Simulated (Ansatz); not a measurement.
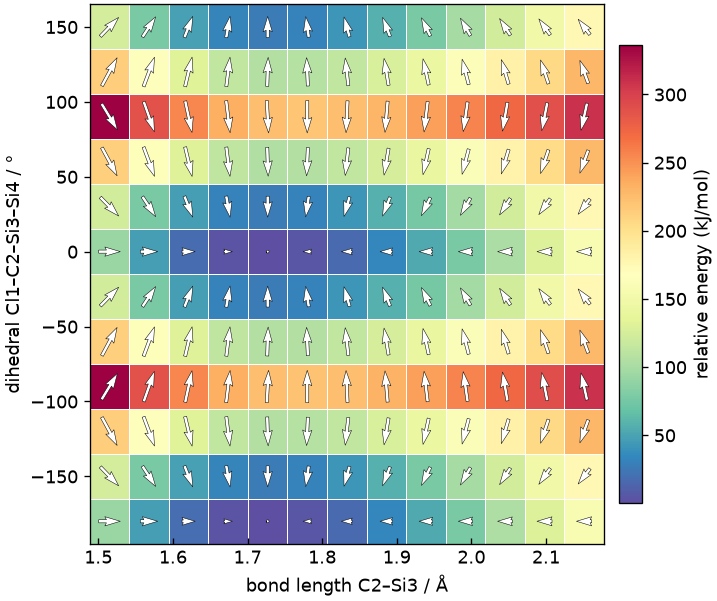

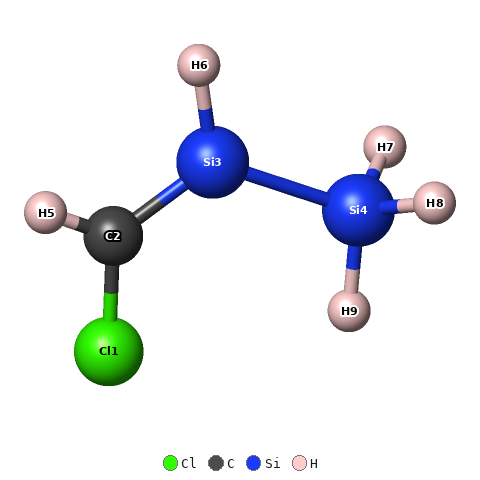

Energy landscape of CH5ClSi2, SMILES [SiH3][SiH]=CCl. Coordinates scanned: (1) bond length C2–Si3; (2) dihedral Cl1–C2–Si3–Si4. Nothing is relaxed (all other coordinates rigid). The grid has 13 × 12 points. Points are written as (first, second). Energies are in kJ/mol, from the relaxed molecule at the same level. Energies and slopes of some neighbouring points disagree (a jump in structure or state, or too coarse a mesh). Level of theory: Ansatz, RKS PBE0-D4/def2-TZVP.

The picture shows one coloured cell a grid point, arrows along the force (downhill), their lengths compressed. The second picture is the structure at the lowest point.

Q: Describe this landscape.

A: The lowest grid point is at (1.727 Å, 0°), 0.06 kJ/mol from the relaxed molecule at the same level. Other grid points that lie below all their neighbours: (1.727 Å, −180°) (0.22 kJ/mol higher). The highest grid point, (1.515 Å, −90°), lies 336 kJ/mol above the lowest.

Time for the 156 points that were run: 41 min on 1 thread of Arm Neoverse N1, on a shared host.
